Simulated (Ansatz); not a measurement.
## TiZnSe3 (model cell, started as cubic perovskite with Ti in the octahedra): from the cell to its phonons

Aim: the vibrations of TiZnSe3 (model cell, started as cubic perovskite with Ti in the octahedra), their spectra, and whether the structure is stable.

Calculated with Ansatz 0.2.0; DFT PBE, scalar-relativistic, plane waves, PAW; PAW set soft_1.

The structure was built from a prototype and need not be the compound's stable phase.

### 1. Set-up

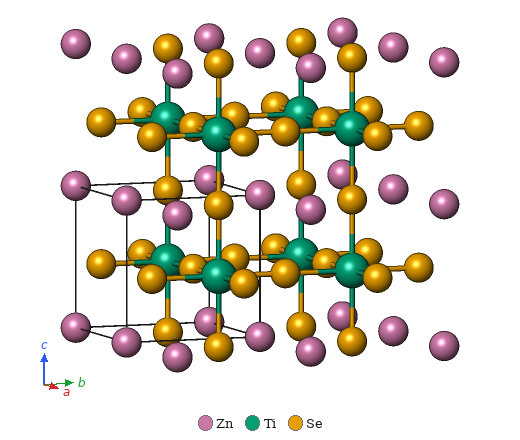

The cell as given, slightly off an axis (zinc pink, titanium teal, selenium orange). 2×2×2 cells are drawn. Some periodic images of atoms are drawn too.

### 2. Relaxation

The cell and atoms are relaxed, since residual forces and stress would shift the frequencies.

File input.yaml:

```yaml
crystal:
  lattice:
    - [5.0666, 0.0, 0.0]
    - [0.0, 5.0666, 0.0]
    - [0.0, 0.0, 5.0666]
  atoms:
    - { symbol: Zn, position: [0.0, 0.0, 0.0] }
    - { symbol: Ti, position: [0.5, 0.5, 0.5] }
    - { symbol: Se, position: [0.5, 0.5, 0.0] }
    - { symbol: Se, position: [0.5, 0.0, 0.5] }
    - { symbol: Se, position: [0.0, 0.5, 0.5] }
kpoints:
  mp_grid: { grid: [8, 8, 8] }
hamiltonian:
  xc: pbe
  pseudopotentials: { kind: paw, azcp: { folder: soft_1 } }
scf:
  occupations: { method: gaussian, width: 0.1 }
output:
  forces: true
  stress: true
  eigenvalues: true
relax:
  adjacent_minimum: "off"
  f_tol: 0.005
  max_steps: 80
  cell: { stress_tol: 0.05 }
```

Command:

```
> ansatz run input.yaml --threads 4 --pin off --max-ram 16384MiB --backend cpu --events-out ev --progress --plain --runs-dir out
```

Numbers of over 12 decimals in the logs are rounded to 6 here.

The program printed:

```text
Engine: ansatz 0.2.0, aarch64-unknown-linux-gnu
Pseudopotentials: kind: paw
Pseudopotential: Zn, paw, valence charge 12, recommended cutoff 420 eV (normal), soft_1/Zn.paw.azcp
Pseudopotential: Ti, paw, valence charge 12, recommended cutoff 420 eV (normal), soft_1/Ti.paw.azcp
Pseudopotential: Se, paw, valence charge 16, recommended cutoff 420 eV (normal), soft_1/Se.paw.azcp
Functional definition: PBE
  parameter kappa = 0.804
  parameter beta = 0.066725
  exchange = pbe_x(kappa = kappa, mu = beta*pi^2/3)
  correlation = pbe_c(beta = beta)
Crystal: 5 atoms, lattice volume = 130.062 Å³
Basis set: ecut = 420 eV, 2517 PW (Γ), exchange–correlation on 72×72×72 points (8 copies of the dense FFT grid, shifted against one another)
Bands: 44, of which v1, the nominal top of the filled ones, is band 36 counted from 1 (35 counted from 0)
Symmetry: 48 space group operations
Space group: Pm-3m (ITA 221), of the structure as read, at distance tolerance 5.1e-5 Å
k-points: 35 of 512
Non-local potential: Zn, projectors of the file, l = 0: 2, l = 1: 2, l = 2: 3, l = 3: 1
Non-local potential: Ti, projectors of the file, l = 0: 3, l = 1: 2, l = 2: 3, l = 3: 1
Non-local potential: Se, projectors of the file, l = 0: 2, l = 1: 2, l = 2: 3, l = 3: 1
PAW form: soft (Blöchl's): semilocal exchange-correlation on the pseudo side does not see the compensation charge
PAW one-centre angular grid: Zn, 590 points (default); XC on 64 Gauss nodes
PAW one-centre angular grid: Ti, 590 points (default); XC on 64 Gauss nodes
PAW one-centre angular grid: Se, 590 points (default); XC on 64 Gauss nodes
Initial density: superposition of atomic densities (chi_scale 0.1, normalization cell, long waves kept (reshape's long-wave potential 0.01 eV rms))
Initial wavefunctions: pseudopotential atomic-orbital guess
Functional: x = pbe(κ = 0.804, μ = 0.219515), c = pbe(β = 0.066725)
SCF iter   1: F=—  HF=-22231.693805 eV  |F-HF|=—  |Δ(HF+E_count)|=         —  Δρ=1.74e-1  dr2=7.68e1  ethr=3.10e-3  ⟨swp⟩=6.2  Hψ=5557  notcnv=0
preconditioner: auto → LDOS  [metal: Δε(μ)=0.022 eV  Ē_g=7.730 eV  σ=0.100 eV  W_gap=0.12  n_scr=26 (ndim 8)  ℏωp=19.0 eV  f_vac=0.022  D(μ)=5.06/eV (n_scr^D=32)  β→1.0]
SCF iter   2: F=—  HF=-22228.377071 eV  |F-HF|=—  |Δ(HF+E_count)|=    3.32e0  Δρ=7.09e-2  dr2=4.68e0  ethr=3.10e-3  ⟨swp⟩=3.1  Hψ=3218  notcnv=0  defer=58
SCF iter   3: F=—  HF=-22227.573153 eV  |F-HF|=—  |Δ(HF+E_count)|=   8.04e-1  Δρ=4.02e-2  dr2=2.40e0  ethr=3.10e-3  ⟨swp⟩=3.0  Hψ=2921  notcnv=0  defer=74
SCF iter   4: F=—  HF=-22227.103131 eV  |F-HF|=—  |Δ(HF+E_count)|=   4.70e-1  Δρ=1.29e-2  dr2=3.73e-1  ethr=3.10e-3  ⟨swp⟩=2.0  Hψ=2509  notcnv=0  defer=81
SCF iter   5: F=—  HF=-22227.065420 eV  |F-HF|=—  |Δ(HF+E_count)|=   3.77e-2  Δρ=2.73e-3  dr2=1.83e-2  ethr=5.18e-4  ⟨swp⟩=2.0  Hψ=1989  notcnv=0  defer=78
SCF iter   6: F=—  HF=-22227.064254 eV  |F-HF|=—  |Δ(HF+E_count)|=   1.17e-3  Δρ=6.69e-4  dr2=6.50e-4  ethr=2.54e-5  ⟨swp⟩=2.1  Hψ=1794  notcnv=0  defer=78
SCF iter   7: F=—  HF=-22227.064184 eV  |F-HF|=—  |Δ(HF+E_count)|=   7.02e-5  Δρ=2.79e-4  dr2=1.90e-4  ethr=9.03e-7  ⟨swp⟩=2.0  Hψ=2668  notcnv=0  defer=78
SCF iter   8: F=—  HF=-22227.064159 eV  |F-HF|=—  |Δ(HF+E_count)|=   2.48e-5  Δρ=6.63e-5  dr2=1.20e-5  ethr=2.65e-7  ⟨swp⟩=2.5  Hψ=2691  notcnv=0  defer=78
SCF iter   9: F=—  HF=-22227.064244 eV  |F-HF|=—  |Δ(HF+E_count)|=   8.49e-5  Δρ=3.77e-5  dr2=3.45e-6  ethr=1.67e-8  ⟨swp⟩=1.1  Hψ=1465  notcnv=0  defer=78
SCF iter  10: F=-22227.064243 eV  HF=-22227.064243 eV  |F-HF|=5.23e-8  |Δ(HF+E_count)|=   3.94e-7  Δρ=5.62e-6  dr2=6.27e-8  ethr=1.39e-10  ⟨swp⟩=9.3  Hψ=7184  notcnv=0
SCF 1 converged in 10 iterations: F = -22227.064243 eV  dr2 = 6.27e-8
  greatest PAW one-centre occupation: 1.000 electrons in one spin orbital (limit 2), on the Se atom at site 2 (counted from 0), in its partial waves of l = 2
relax step   1: F+E_penalty+E_count = -22227.06424338 eV  Δ(F+E_penalty+E_count) = +0.000e0 eV  max|allowed force component| = 1.052e-29 eV/Å  Δτ_max = 0.0000 Å  P = -3.253 GPa  Ω = 130.062 Å³  (10 SCF iters, dr2 threshold 1.00e-7 eV, accepted)
Crystal: 5 atoms, lattice volume = 121.973 Å³
Basis set: ecut = 420 eV, 2373 PW (Γ), exchange–correlation on 72×72×72 points (8 copies of the dense FFT grid, shifted against one another)
Initial density: handed on by an earlier stage of this run
Initial wavefunctions: those handed on with the density
iter 1 solved again at ethr=5.45e-4 eV; its pass at ethr=3.10e-3 eV (dr2=3.93e-1 eV) is discarded
SCF iter   1: F=—  HF=-22227.194407 eV  |F-HF|=—  |Δ(HF+E_count)|=         —  Δρ=1.19e-2  dr2=3.92e-1  ethr=5.45e-4  ⟨swp⟩=1.0  Hψ=6703  notcnv=0
preconditioner: auto → LDOS  [metal: Δε(μ)=0.063 eV  Ē_g=7.771 eV  σ=0.100 eV  W_gap=0.34  n_scr=26 (ndim 8)  ℏωp=19.6 eV  f_vac=0.020  D(μ)=3.48/eV (n_scr^D=26)  β→1.0]
SCF iter   2: F=—  HF=-22227.163971 eV  |F-HF|=—  |Δ(HF+E_count)|=   3.04e-2  Δρ=6.09e-3  dr2=6.87e-2  ethr=5.44e-4  ⟨swp⟩=2.0  Hψ=1825  notcnv=0
SCF iter   3: F=—  HF=-22227.156748 eV  |F-HF|=—  |Δ(HF+E_count)|=   7.22e-3  Δρ=2.32e-3  dr2=3.14e-3  ethr=9.54e-5  ⟨swp⟩=2.0  Hψ=2492  notcnv=0  defer=18
SCF iter   4: F=—  HF=-22227.155401 eV  |F-HF|=—  |Δ(HF+E_count)|=   1.35e-3  Δρ=8.34e-4  dr2=1.25e-3  ethr=4.36e-6  ⟨swp⟩=2.0  Hψ=1874  notcnv=0  defer=18
SCF iter   5: F=—  HF=-22227.155135 eV  |F-HF|=—  |Δ(HF+E_count)|=   2.66e-4  Δρ=2.91e-4  dr2=2.52e-4  ethr=1.73e-6  ⟨swp⟩=2.0  Hψ=1787  notcnv=0  defer=18
SCF iter   6: F=—  HF=-22227.155105 eV  |F-HF|=—  |Δ(HF+E_count)|=   3.05e-5  Δρ=8.30e-5  dr2=2.24e-5  ethr=3.50e-7  ⟨swp⟩=2.0  Hψ=1921  notcnv=0  defer=18
SCF iter   7: F=—  HF=-22227.155102 eV  |F-HF|=—  |Δ(HF+E_count)|=   2.74e-6  Δρ=2.74e-5  dr2=1.57e-6  ethr=3.11e-8  ⟨swp⟩=2.0  Hψ=1910  notcnv=0  defer=18
SCF iter   8: F=-22227.155102 eV  HF=-22227.155102 eV  |F-HF|=3.87e-7  |Δ(HF+E_count)|=   4.04e-8  Δρ=1.42e-5  dr2=4.40e-7  ethr=6.94e-10  ⟨swp⟩=8.2  Hψ=6543  notcnv=0
SCF 2 converged in 8 iterations: F = -22227.155102 eV  dr2 = 4.40e-7
relax step   2: F+E_penalty+E_count = -22227.15510156 eV  Δ(F+E_penalty+E_count) = -9.086e-2 eV  max|allowed force component| = 4.940e-29 eV/Å  Δτ_max = 0.0000 Å  P = -0.090 GPa  Ω = 121.973 Å³  energy of the carried Pulay correction = +1.531e-3 eV  (8 SCF iters, dr2 threshold 5.00e-7 eV, accepted)
Crystal: 5 atoms, lattice volume = 121.758 Å³
iter 1 solved again at ethr=3.61e-7 eV; its pass at ethr=3.10e-3 eV (dr2=2.60e-4 eV) is discarded
SCF iter   1: F=—  HF=-22227.155202 eV  |F-HF|=—  |Δ(HF+E_count)|=         —  Δρ=3.03e-4  dr2=2.53e-4  ethr=3.61e-7  ⟨swp⟩=2.6  Hψ=6238  notcnv=0
preconditioner: auto → LDOS  [metal: Δε(μ)=0.068 eV  Ē_g=7.848 eV  σ=0.100 eV  W_gap=0.36  n_scr=26 (ndim 8)  ℏωp=19.6 eV  f_vac=0.022  D(μ)=2.98/eV (n_scr^D=18)  β→1.0]
SCF iter   2: F=—  HF=-22227.155210 eV  |F-HF|=—  |Δ(HF+E_count)|=   7.86e-6  Δρ=3.81e-4  dr2=3.08e-4  ethr=3.52e-7  ⟨swp⟩=2.0  Hψ=1913  notcnv=0
SCF iter   3: F=—  HF=-22227.155175 eV  |F-HF|=—  |Δ(HF+E_count)|=   3.48e-5  Δρ=3.53e-5  dr2=2.04e-6  ethr=3.52e-7  ⟨swp⟩=1.4  Hψ=1576  notcnv=0
SCF iter   4: F=—  HF=-22227.155199 eV  |F-HF|=—  |Δ(HF+E_count)|=   2.47e-5  Δρ=2.30e-5  dr2=7.16e-7  ethr=2.84e-9  ⟨swp⟩=2.0  Hψ=2114  notcnv=0
SCF iter   5: F=—  HF=-22227.155199 eV  |F-HF|=—  |Δ(HF+E_count)|=   1.75e-7  Δρ=5.63e-6  dr2=1.07e-7  ethr=9.95e-10  ⟨swp⟩=2.0  Hψ=1872  notcnv=0
SCF iter   6: F=-22227.155199 eV  HF=-22227.155199 eV  |F-HF|=2.86e-9  |Δ(HF+E_count)|=   2.30e-8  Δρ=2.03e-6  dr2=5.39e-9  ethr=2.81e-11  ⟨swp⟩=4.1  Hψ=4913  notcnv=0
SCF 3 converged in 6 iterations: F = -22227.155199 eV  dr2 = 5.39e-9
  greatest PAW one-centre occupation: 1.000 electrons in one spin orbital (limit 2), on the Se atom at site 4 (counted from 0), in its partial waves of l = 2
relax step   3: F+E_penalty+E_count = -22227.15519922 eV  Δ(F+E_penalty+E_count) = -9.766e-5 eV  max|allowed force component| = 8.362e-30 eV/Å  Δτ_max = 0.0000 Å  P = +0.010 GPa  Ω = 121.758 Å³  energy of the carried Pulay correction = +1.574e-3 eV  (6 SCF iters, dr2 threshold 2.02e-8 eV, accepted)
Initial wavefunctions: pseudopotential atomic-orbital guess (no wavefunctions were taken with the density)
iter 1 solved again at ethr=9.89e-8 eV; its pass at ethr=3.10e-3 eV (dr2=7.12e-5 eV) is discarded
SCF iter   1: F=—  HF=-22227.153540 eV  |F-HF|=—  |Δ(HF+E_count)|=         —  Δρ=1.06e-4  dr2=4.64e-6  ethr=9.89e-8  ⟨swp⟩=3.0  Hψ=9422  notcnv=0
preconditioner: auto → LDOS  [metal: Δε(μ)=0.067 eV  Ē_g=7.851 eV  σ=0.100 eV  W_gap=0.36  n_scr=26 (ndim 8)  ℏωp=19.6 eV  f_vac=0.022  D(μ)=2.97/eV (n_scr^D=18)  β→1.0]
SCF iter   2: F=—  HF=-22227.153574 eV  |F-HF|=—  |Δ(HF+E_count)|=   3.38e-5  Δρ=1.50e-4  dr2=1.58e-5  ethr=6.45e-9  ⟨swp⟩=2.1  Hψ=2798  notcnv=0
SCF iter   3: F=—  HF=-22227.153573 eV  |F-HF|=—  |Δ(HF+E_count)|=   1.14e-6  Δρ=1.52e-4  dr2=1.41e-5  ethr=6.45e-9  ⟨swp⟩=3.2  Hψ=3056  notcnv=0
SCF iter   4: F=—  HF=-22227.153567 eV  |F-HF|=—  |Δ(HF+E_count)|=   6.13e-6  Δρ=5.20e-5  dr2=1.62e-6  ethr=6.45e-9  ⟨swp⟩=2.0  Hψ=1929  notcnv=0
SCF iter   5: F=—  HF=-22227.153566 eV  |F-HF|=—  |Δ(HF+E_count)|=   7.65e-7  Δρ=9.26e-6  dr2=4.65e-8  ethr=2.25e-9  ⟨swp⟩=2.0  Hψ=1848  notcnv=0
SCF iter   6: F=—  HF=-22227.153566 eV  |F-HF|=—  |Δ(HF+E_count)|=   1.99e-8  Δρ=1.02e-6  dr2=6.98e-10  ethr=6.46e-11  ⟨swp⟩=2.0  Hψ=1889  notcnv=0
SCF iter   7: F=-22227.153566 eV  HF=-22227.153566 eV  |F-HF|=1.46e-11  |Δ(HF+E_count)|=  2.00e-10  Δρ=1.28e-7  dr2=1.27e-11  ethr=1.00e-12  ⟨swp⟩=3.1  Hψ=6196  notcnv=0
SCF 4 converged in 7 iterations: F = -22227.153566 eV  dr2 = 1.27e-11
relax step   4: F+E_penalty+E_count = -22227.15356581 eV  Δ(F+E_penalty+E_count) = +1.633e-3 eV  max|allowed force component| = 7.139e-30 eV/Å  Δτ_max = 0.0000 Å  P = +0.011 GPa  Ω = 121.758 Å³  stress off target by 1.13e-2 GPa  SCF on the basis re-selected at this cell (its energy is not comparable with the rows above)  (7 SCF iters)
basis re-selected at this cell: Δ(F+E_penalty+E_count) = +1.633e-3 eV, ΔP = +0.001 GPa vs the last step (what re-selecting the basis moved, of the pressure what is left beyond the Pulay correction that the steps carried, after the strain that the cell walked since its last selection, with what the two solves' SCF thresholds leave and, on support functions, any second-order correction that the steps lacked; it is no m [...]
SCF converged after 7 iterations
Free energy (F): -22227.153566 eV
Harris-Foulkes:  -22227.153566 eV  (|F-HF|=1.46e-11)
Internal energy: -22227.138691 eV  (E = F + TS)
E sigma→0 (E₀):  -22227.146128 eV
Entropy (-TS):   -0.014875 eV (-2.975 meV/atom)
Fermi energy:    6.948356 eV
--- Per-component energies (eV) ---
  E_band       = -1409.825534
  E_kinetic    = 754.154562
  E_local      = -11439.604464  (includes V_loc(G=0)·N_el)
  E_nonlocal   = -181.096618
  E_hartree    = 5538.630580
  E_xc         = -446.247742
  E_vxc        = -462.620676  (∫ρ·V_xc dr)
  E_paw        = -9330.023949  (= ΣΔE_a)
  E_vpaw       = -1157.917896  (= ΣTr[D̂ρ^β])
  E_aug_tail   = -0.001493  (compensation charges beyond the density's cutoff)
  E_ewald      = -7122.949566
  E_smearing   = -0.014875  (= −TS)
  E_closure    = 0.000000  (closes the sum)
  Σ components = -22227.153566   (vs F -22227.153566, Δ=0.00e0)
--- Forces (eV/Å), atoms counted from 1 ---
  atom   1  Zn     0.00000000     0.00000000     0.00000000
  atom   2  Ti     0.00000000    -0.00000000     0.00000000
  atom   3  Se     0.00000000     0.00000000    -0.00000000
  atom   4  Se    -0.00000000     0.00000000    -0.00000000
  atom   5  Se    -0.00000000     0.00000000    -0.00000000
  max |Σ_I F_I| component: 6.38e-30 eV/Å
--- Stress (GPa, compression-positive) ---
        0.011307      -0.000000       0.000000
       -0.000000       0.011307      -0.000000
        0.000000      -0.000000       0.011307
  P = ⅓ Tr σ = 0.0113 GPa (0.113 kbar)
--- Band table (eV; the first three rows and the last of 35) ---
  k-point 0: bands = [... 32 lower, 6.2180, 6.2180, 6.8949, 6.8949, 6.8949, 7.1937, 7.1937, 7.1937, ... 4 higher]
  k-point 1: bands = [... 32 lower, 5.9204, 6.1399, 6.6693, 6.7232, 6.7232, 7.1979, 7.6814, 7.6814, ... 4 higher]
  k-point 2: bands = [... 32 lower, 5.3477, 5.9655, 6.7184, 6.7184, 6.9692, 7.2083, 8.2756, 8.2756, ... 4 higher]
  k-point 34: bands = [... 32 lower, 3.7452, 5.2774, 7.7027, 7.7027, 7.7027, 8.7587, 8.7587, 8.7587, ... 4 higher]
--- Relaxed structure (3 steps of the walk, 3 accepted, 1 SCFs on fresh bases) ---
  F+E_penalty+E_count = -22227.15356581 eV   max|allowed force component| = 7.139e-30 eV/Å   (the final SCF, on the basis selected at the relaxed cell)
  cell:  # Å, volume = 121.7581 Å³
    - [4.956395, 0, 0]
    - [0, 4.956395, 0]
    - [0, 0, 4.956395]
  atoms:
    - { symbol: Zn, position: [0, 0, 0] }
    - { symbol: Ti, position: [0.5, 0.5, 0.5] }
    - { symbol: Se, position: [0.5, 0.5, 0] }
    - { symbol: Se, position: [0.5, 0, 0.5] }
    - { symbol: Se, position: [0, 0.5, 0.5] }
```

The job ended after 18 s (4 threads of Arm Neoverse V1, shared host; peak memory 0.59 GiB).

The steps of the relaxation:

| step | energy less that of the first step (eV) | largest force component (eV/Å) | pressure (GPa) | volume (Å³) |
| --- | --- | --- | --- | --- |
| 1 | 0.0000 | 0.0000 | -3.25 | 130.06 |
| 2 | -0.0909 | 0.0000 | -0.09 | 121.97 |
| 3 | -0.0910 | 0.0000 | 0.01 | 121.76 |
| 4* | -0.0893 | 0.0000 | 0.01 | 121.76 |

Relaxation steps marked * repeat the geometry before them on a plane-wave basis chosen anew for their cell, so energy and pressure can jump there.

Forces are held to the 48 operations that the run works with; a distortion that breaks them can't arise in this run.

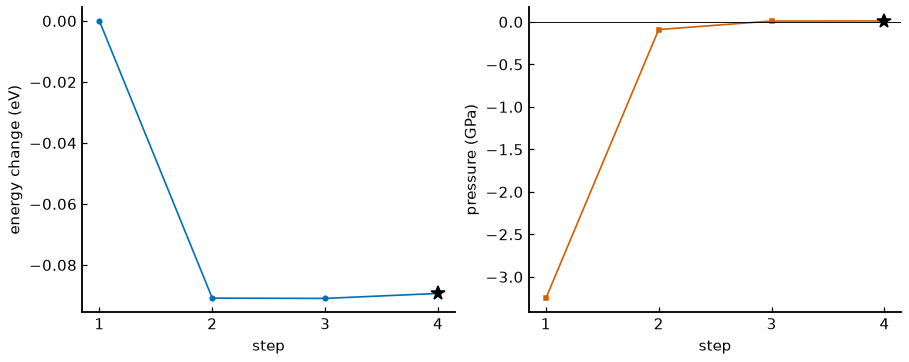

Energy and pressure along the relaxation. Stars mark steps on a basis chosen anew.

| conventional cell, symmetrised | before | after | change |
| --- | --- | --- | --- |
| a (Å) | 5.067 | 4.956 | -2.2 % |
| b (Å) | 5.067 | 4.956 | -2.2 % |
| c (Å) | 5.067 | 4.956 | -2.2 % |
| volume (Å³/atom) | 26.01 | 24.35 | -6.4 % |

Numbers from this step:

| Property | Result |
| --- | --- |
| pressure | 0.01131 GPa |
| volume per atom | 24.35 Å³ |
| gap on the k-mesh | 0 eV |

In this step the volume went from 26.01 to 24.35 Å³/atom.

### 3. Tight relaxation

Phonons need a cell at rest on their own settings, so the relaxation is repeated with tight tolerances on forces and stress on the k mesh and occupations of the first response run.

input.yaml, the sections that differ from step 2:

```yaml
crystal:
  lattice:
    - [4.9563954824, 0.0, 0.0]
    - [0.0, 4.9563954824, 0.0]
    - [0.0, 0.0, 4.9563954824]
  atoms:
    - { symbol: Zn, position: [0.0, 0.0, 0.0] }
    - { symbol: Ti, position: [0.5, 0.5, 0.5] }
    - { symbol: Se, position: [0.5, 0.5, 0.0] }
    - { symbol: Se, position: [0.5, 0.0, 0.5] }
    - { symbol: Se, position: [0.0, 0.5, 0.5] }
scf:
  occupations: { method: methfessel_paxton, width: 0.2 }
relax:
  adjacent_minimum: "off"
  f_tol: 0.001
  max_steps: 60
  cell: { stress_tol: 0.01 }
# kpoints, hamiltonian, output: as in step 2
```

The program printed:

```text
[...]
Crystal: 5 atoms, lattice volume = 121.758 Å³
Basis set: ecut = 420 eV, 2373 PW (Γ), exchange–correlation on 72×72×72 points (8 copies of the dense FFT grid, shifted against one another)
Bands: 44, of which v1, the nominal top of the filled ones, is band 36 counted from 1 (35 counted from 0)
Symmetry: 48 space group operations
[...]
k-points: 35 of 512
[...]
--- Relaxed structure (1 steps of the walk, 1 accepted, 1 SCFs on fresh bases) ---
[...]
cell:  # Å, volume = 121.7581 Å³
    - [4.9563954824, 0.0, 0.0]
    - [0.0, 4.9563954824, 0.0]
    - [0.0, 0.0, 4.9563954824]
  atoms:
    - { symbol: Zn, position: [0.0, 0.0, 0.0] }
    - { symbol: Ti, position: [0.5, 0.5, 0.5] }
    - { symbol: Se, position: [0.5, 0.5, 0.0] }
    - { symbol: Se, position: [0.5, 0.0, 0.5] }
    - { symbol: Se, position: [0.0, 0.5, 0.5] }
[key lines of the parts left out:]
SCF converged after 8 iterations
Free energy (F): -22227.140831 eV
Fermi energy:    6.944286 eV
P = ⅓ Tr σ = -0.0042 GPa (-0.042 kbar)
```

Wall time 9.2 s (4 threads); peak memory 0.57 GiB; 35 s of CPU time.

Little changed from the start: no atom moved by 0.005 Å and no cell edge by 0.1 %.

This step gave:

```
pressure : -0.004213 GPa
```

The forces vanish by symmetry and the pressure is -0.004 GPa, within the tolerances set. The cell now holds 24.35 Å³/atom.

(Continued in part 2 of 2.)

[Logs are printed without paths, hosts, clocks, repeated set-up lines and the standing remarks that a program may print on its own settings, such as how far it seeks lower states.]

[Hosts, paths, dates, database ids (printed as entryN), source tags and the programs' standing remarks are cut or masked in the printed files.]
